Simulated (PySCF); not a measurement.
# GeSiH5OF (SMILES F[SiH2][O][GeH3]): CCSD(T)/6-31G

Aim: the vertical singlet–triplet gap of GeSiH5OF at CCSD(T)/6-31G, from 2 runs. Input form: a Python script.

Program for the calculation: PySCF 2.14.0.

## Step 1: Starting point

GeSiH5OF: 9 atoms, total charge 0, spin state singlet. SMILES: `F[SiH2][O][GeH3]`. Geometry: relaxed at PBE0-D4/def2-TZVP. This is one conformer, not always the lowest.

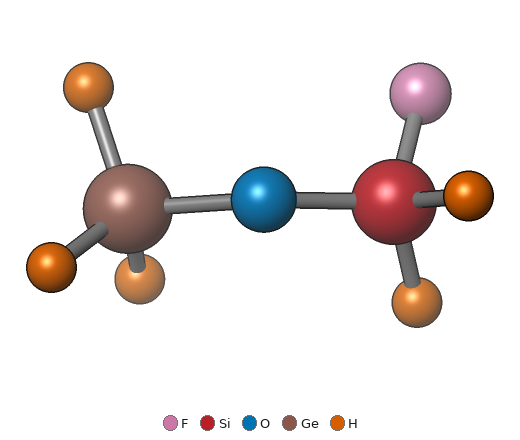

Viewed from a chosen angle; fluorine pink, silicon red, oxygen blue, germanium brown, hydrogen orange.

## Step 2: A single-point energy at CCSD(T)/6-31G

Input file input.py:

```python
# F[SiH2][O][GeH3]
from pyscf import gto, scf, cc

mol = gto.Mole()
mol.atom = '''
F       -1.924500      -0.046400       1.418200
Si      -0.758400       0.956700       0.982800
O        0.515000       0.131600       0.432600
Ge       0.859400      -0.930600      -0.956900
H       -0.347000       1.711300       2.184500
H       -1.335800       1.823800      -0.072900
H       -0.063100      -0.517300      -2.115000
H        0.592600      -2.373300      -0.510600
H        2.335800      -0.698300      -1.293800
'''
mol.max_memory = 1860
mol.verbose = 3
mol.spin = 0
mol.charge = 0
mol.basis = '6-31g'
mol.build()

mf = scf.RHF(mol)
mf.conv_tol = 1e-10
mf.kernel()
if not mf.converged:
    mf = mf.newton().run(mf.mo_coeff, mf.mo_occ)

mycc = cc.CCSD(mf, frozen=16)
mycc.kernel()
e_t = mycc.ccsd_t()
e_final = mycc.e_tot + e_t
print(f'total energy: {e_final:.8f} hartree')
```

Command:

```
$ OMP_NUM_THREADS=1 python input.py
```

The program printed:

```text
converged SCF energy = -2541.13904890948
E(CCSD) = -2541.657719176352  E_corr = -0.5186702668720451
CCSD(T) correction = -0.00756250645595999
total energy: -2541.66528168 hartree
```

It took 6.6 s on 1 thread of AMD EPYC 7R43 (Zen 3), shared host; peak memory 0.22 GiB.

## Step 3: The triplet

Input file run.py:

```python
from pyscf import gto, cc

molecule = gto.Mole()
molecule.atom = '''
F     -3.636778    -0.087683     2.680010
Si    -1.433168     1.807901     1.857223
O      0.973209     0.248688     0.817496
Ge     1.624031    -1.758579    -1.808279
H     -0.655735     3.233888     4.128107
H     -2.524296     3.446483    -0.137761
H     -0.119242    -0.977555    -3.996771
H      1.119852    -4.484887    -0.964894
H      4.414022    -1.319596    -2.444928
'''
molecule.spin = 2
molecule.unit = 'bohr'
molecule.verbose = 3
molecule.max_memory = 1860
molecule.basis = '6-31g'
molecule.build()

myscf = molecule.UHF()
myscf.conv_tol = 1e-10
myscf.kernel()
if not myscf.converged:
    myscf = myscf.newton().run(myscf.mo_coeff, myscf.mo_occ)

mycc = cc.CCSD(myscf, frozen=16)
mycc.kernel()
e_t = mycc.ccsd_t()
energy = mycc.e_tot + e_t
print('E(%s) = %.9f' % ('CCSD(T)', energy))
```

Command:

```
$ OMP_NUM_THREADS=1 python run.py
```

The program printed:

```text
WARN: HOMO 0.0326180361154433 >= LUMO -0.360698089198995

WARN: HOMO -0.0783894828247984 >= LUMO -0.216096303802317

WARN: HOMO -0.113895896534342 >= LUMO -0.232727062842834

WARN: HOMO -0.114790128752483 >= LUMO -0.171287324245188

WARN: HOMO -0.121220044066901 >= LUMO -0.144286556886719

converged SCF energy = -2540.87575442233  <S^2> = 2.0092708  2S+1 = 3.0061742
E(UCCSD) = -2541.382633500242  E_corr = -0.5068790779084535
UCCSD(T) correction = -0.00936660035797885
E(CCSD(T)) = -2541.392000101
```

Wall time 47 s (1 thread of AMD EPYC 7R43 (Zen 3), shared host); peak memory 0.43 GiB.

## Step 4: Summary of results

Level: CCSD(T)/6-31G, 16 core orbitals frozen.

```
                                                           quantity           value
                                              singlet: total energy  -2541.66528 Eh
                      singlet: dipole moment (Hartree–Fock density)          2.59 D
                       singlet: HOMO energy (Hartree–Fock orbitals)       -12.36 eV
                       singlet: LUMO energy (Hartree–Fock orbitals)         2.85 eV
                     singlet: HOMO–LUMO gap (Hartree–Fock orbitals)        15.21 eV
              singlet: correlation energy (16 core orbitals frozen)      -526.2 mEh
                                            singlet: (T) correction       -7.56 mEh
                                             singlet: T1 diagnostic           0.011
                                              triplet: total energy  -2541.39200 Eh
                      triplet: dipole moment (Hartree–Fock density)          3.70 D
triplet: HOMO energy (Hartree–Fock orbitals) (highest over α and β)        -3.77 eV
 triplet: LUMO energy (Hartree–Fock orbitals) (lowest over α and β)        -1.93 eV
              triplet: correlation energy (16 core orbitals frozen)      -516.2 mEh
                                            triplet: (T) correction       -9.37 mEh
                         triplet: ⟨S²⟩ of the reference determinant           2.009
                                             triplet: T1 diagnostic           0.038
                   vertical energy of the triplet above the singlet        7.436 eV
```

What this shows: At this shape the triplet lies 7.44 eV (171 kcal/mol) above the singlet. The triples (singlet) make up 1.4 % of the correlation energy. The triples (triplet) make up 1.8 % of the correlation energy.
